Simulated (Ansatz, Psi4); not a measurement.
# BF3 (boron trifluoride): the energy, rung by rung

The species is BF3 (4 atoms), meant as a singlet with charge 0. SMILES: `FB(F)F`. The shape is that of a PBE0-D4/def2-TZVP optimisation. The run starts from this shape.

```xyz
4

F     0.5439    0.2107    1.1743
B     0.0000    0.0000    0.0000
F    -0.2652   -1.2235   -0.3896
F    -0.2787    1.0128   -0.7847
```

Quantity: the adiabatic ionisation energy (to the doublet cation, no zero-point term), in eV. The values are calculated.

```json
{"level": "HF/STO-3G", "kind": "Hartree–Fock", "program": "Ansatz", "value (eV)": "9.37", "CPU time (all runs)": "2.9 s"}
{"level": "HF/3-21G", "kind": "Hartree–Fock", "program": "Ansatz", "value (eV)": "13.79", "CPU time (all runs)": "5 s"}
{"level": "HF/6-31G* (Cartesian functions)", "kind": "Hartree–Fock", "program": "Ansatz", "value (eV)": "13.74", "CPU time (all runs)": "12 s"}
{"level": "PBE/def2-SVP", "kind": "GGA", "program": "Ansatz", "value (eV)": "14.26", "CPU time (all runs)": "26 s"}
{"level": "r2SCAN/def2-SVP", "kind": "meta-GGA", "program": "Ansatz", "value (eV)": "14.73", "CPU time (all runs)": "34 s"}
{"level": "B3LYP/6-31G* (Cartesian functions)", "kind": "global hybrid", "program": "Ansatz", "value (eV)": "14.80", "CPU time (all runs)": "15 s"}
{"level": "MP2/6-31G* (Cartesian functions)", "kind": "perturbation theory", "program": "Ansatz", "value (eV)": "15.17", "CPU time (all runs)": "20 s"}
{"level": "MP2/def2-SVPD (density fitting, density fitting for correlation)", "kind": "perturbation theory", "program": "Psi4", "value (eV)": "16.01", "CPU time (all runs)": "42 s"}
```

The values span 9.37 to 16.01 eV. Without the sets that lack polarisation functions the rows with a basis span only 13.74 to 16.01 eV. In so small a basis fixed costs decide the times, and correlated methods can beat functionals. CPU times are rough (shared hosts, several kinds of processor and program).

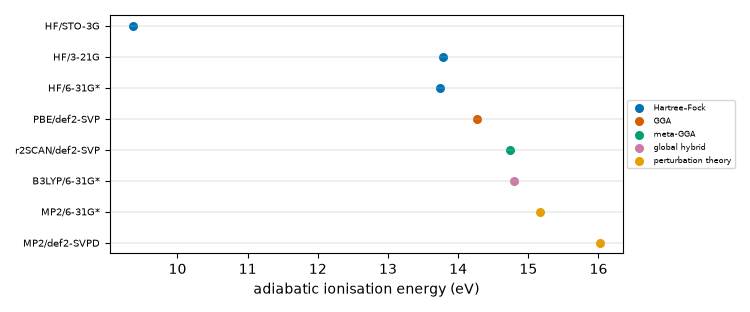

The values of the table, level by level.
